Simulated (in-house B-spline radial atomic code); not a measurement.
System: a free As atom, configuration [Ar] 3d10 4s2 4p3 (high spin). All runs are scalar-relativistic, spin-polarised and spherical, computed with an in-house B-spline radial code (spin-free X2C). Hartree-Fock is the average over the configuration. Wanted, and plotted below: the eigenvalue (eV) of the 4p up orbital by 9 methods.

The deepest is Hartree-Fock (−10.0) and the shallowest PW91 (−5.96), a spread of 4.08 eV. In order (eV): Hartree-Fock (−10.0), B97-1 (−6.73), B3LYP (−6.70), HSE06 (−6.67), SCAN (−6.31), TPSS (−6.03), BP86 (−5.97), LDA (VWN5) (−5.96), PW91 (−5.96). On the whole, exact exchange removes self-interaction and deepens occupied levels. The measured ionisation energy (NIST) is 9.79 eV, and minus the eigenvalue comes closest to it for Hartree-Fock.

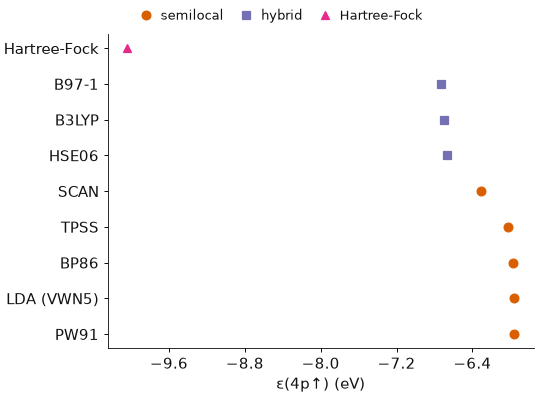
